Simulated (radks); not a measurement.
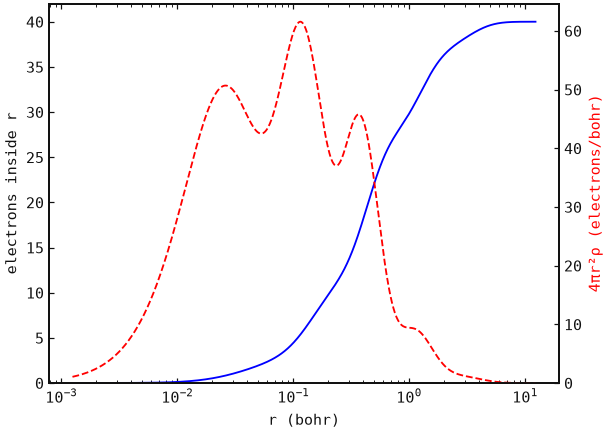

System: atomic zirconium (Zr), configuration [Kr] 4d2 5s2 (open shells shared over both j by 2j + 1). Level of theory: Dirac Kohn-Sham, PBE, spin-unpolarised, spherical densities, point nucleus. Computed with the in-house radial solver radks.

The plot shows the number of electrons inside radius r (solid) and the radial density 4πr²ρ (dashed).

> Describe it and give its main numbers.

The count levels off at 40 electrons. Half of them lie within 0.445 bohr, 90 % within 1.90 bohr and 99 % within 4.96 bohr. The radial density has minima at 0.0528 and 0.236 bohr, where the count stands at 2.1 and 11.1; these part the shells that the density resolves.
